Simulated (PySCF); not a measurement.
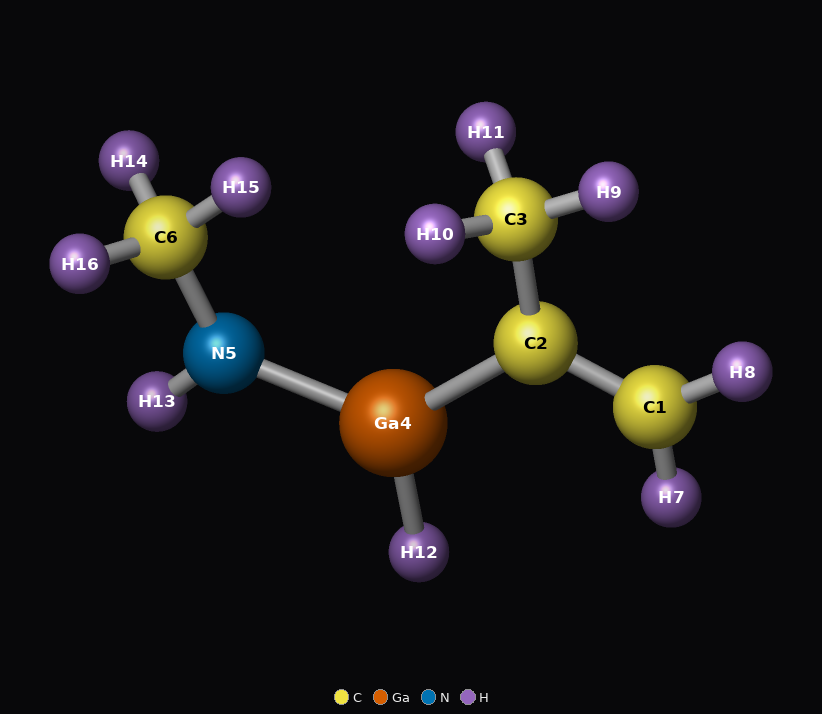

The geometry was computed by an optimisation with PBE0-D3(BJ)/def2-SVP. No frequency run is at hand to confirm it as a minimum. Properties computed with B3LYP/pcJ-1 (pcSseg-1 on Ga) indirect spin-spin coupling, non-relativistic, gas phase (PySCF 2.14.0). Isotopes: 13C, 1H, 15N.

Give the spin–spin coupling constants of these pairs, with the number of bonds between them: N5/H13, N5/C6, C2/N5, N5/H12, N5/H15, C1/N5.

```json
{"pair": "N5, H13", "bonds apart": "1", "J (Hz)": "−78.9"}
{"pair": "N5, C6", "bonds apart": "1", "J (Hz)": "−9.1"}
{"pair": "C2, N5", "bonds apart": "2", "J (Hz)": "−4.7"}
{"pair": "N5, H12", "bonds apart": "2", "J (Hz)": "−15.9"}
{"pair": "N5, H15", "bonds apart": "2", "J (Hz)": "−1.7"}
{"pair": "C1, N5", "bonds apart": "3", "J (Hz)": "−2.8"}
```
